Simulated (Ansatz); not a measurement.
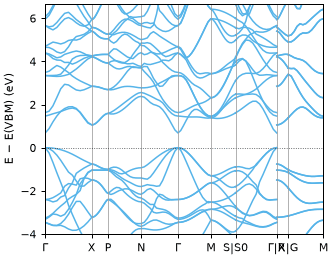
Fig. 1. Band structure from PBE in the plane-wave PAW code Ansatz

Q: Read off the gap and where the band edges lie.

A: About 0.7 eV (0.68 eV by a search for the band edges); maximum at Γ, minimum at Γ.

The material is ZnSnP₂ (chalcopyrite, I-42d).

The PBE relaxation kept the symmetry of its start. Spin–orbit coupling is left out wherever it is not named.

Potentials: the later of the program's two PAW sets.
